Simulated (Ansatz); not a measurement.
```yaml
atoms:
  - { symbol: B, position_ang: [-0.0020, 0.0024, -0.7099] }
  - { symbol: N, position_ang: [0.0025, -0.0029, 0.8799] }
  - { symbol: H, position_ang: [-0.9518, 0.0179, 1.2622] }
  - { symbol: H, position_ang: [0.5004, 0.8121, 1.2607] }
  - { symbol: H, position_ang: [0.4620, -0.8427, 1.2553] }
  - { symbol: Cl, position_ang: [1.7072, -0.0317, -1.3210] }
  - { symbol: Cl, position_ang: [-0.8279, 1.5041, -1.3087] }
  - { symbol: Cl, position_ang: [-0.8904, -1.4592, -1.3185] }
```

Geometry: PBE0-D4/def2-SVP.

The calculation used UKS PBE0-D4/def2-TZVP in Ansatz 0.2.0.

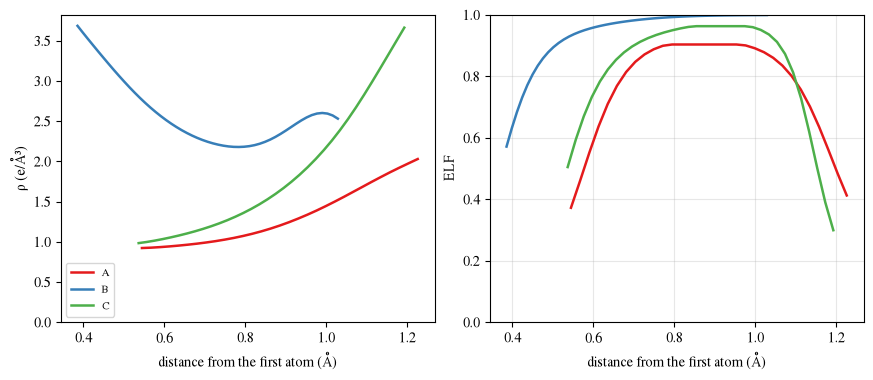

BCl$_{3}$H$_{3}$N (B(NH3)Cl3) (charge +1, doublet). Electron density and electron localisation function along straight lines between neighbouring atoms. The curves leave out the atomic cores.

Which curve belongs to which contact (B–Cl, B–N and N–H)? The first atom named is at distance zero.

Curve A: B–Cl (1.82 Å): ρ at the midpoint is about 1.2 e/Å³; the ELF peaks at about 0.90 between the atoms, as expected for a shared but strongly polarised pair. Curve B: N–H (1.03 Å): ρ at the midpoint is about 2.9 e/Å³; the ELF climbs to about 1 towards the hydrogen, as it does in any bond to H (a covalent bond by its length). Curve C: B–N (1.59 Å): ρ is about 1.4 e/Å³ halfway; the ELF peaks at about 0.95 between the atoms (a polar covalent bond).
